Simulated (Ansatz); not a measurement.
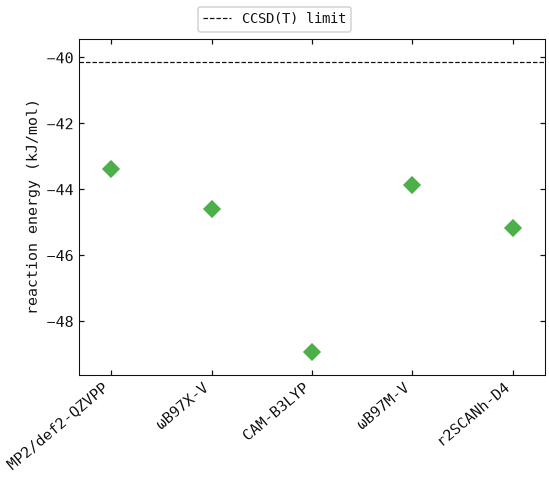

Electronic reaction energy of BSiH₂OF (F[SiH]1BO1) + SiNH₃OF₂ (N[Si](O)(F)F) → BSiNH₃OF (NB1O[SiH]1F) + SiH₂OF₂ (O[SiH](F)F) (SMILES in brackets) at several levels (functionals in def2-TZVPP unless a basis is named), isolated molecules at PBE0-D4 triple-zeta geometries, minima by their frequencies, no zero-point or thermal terms, the Ansatz code. The line is frozen-core CCSD(T) at the basis limit (MP2 extrapolated from triple and quadruple zeta, plus CCSD(T) less MP2 in a smaller set). No dispersion term is added to CAM-B3LYP. The distance of MP2/def2-QZVPP to the limit includes basis error.

Q: What do zero-point energy and temperature add?

A: Zero-point change 2.1 kJ/mol; at 298.15 K and 1 bar the CCSD(T) limit plus thermal terms gives an enthalpy of reaction of −38.6 and a free energy of −38.6 kJ/mol (harmonic PBE0-D4 modes, ideal gas).

Q: Give the values.

A:
| level | kJ/mol | less CCSD(T) limit |
| --- | --- | --- |
| MP2/def2-QZVPP | −43.4 | −3.2 |
| ωB97X-V | −44.6 | −4.5 |
| CAM-B3LYP | −48.9 | −8.8 |
| ωB97M-V | −43.9 | −3.7 |
| r2SCANh-D4 | −45.2 | −5.0 |
| CCSD(T) limit | −40.1 | 0.0 |
